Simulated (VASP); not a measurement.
Band structure of VO (space group P4_2/mmc). Level of theory: PBE GGA, VASP's PBE PAW potentials (set 64) (plane waves; VASP 6.6.1).

The moments were started parallel, and other spin orders were not tried in this run.

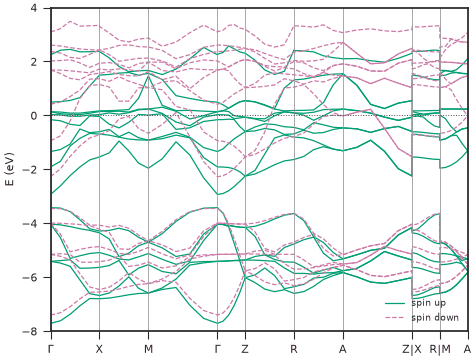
Fig. 1. Bands along high-symmetry lines, zero at the valence-band maximum or, without a gap, the Fermi level

Q: Read the plot: is there a gap, and where are the band edges?

A: It has no gap at this level: it comes out as a metal or semimetal.

The structure was generated: VO was put into an ordered model structure, which need not be its known phase. The cell was not relaxed at this level. The k-mesh is coarse (spacing up to 0.38 per Å, 2π included), so the numbers may not be converged in it.
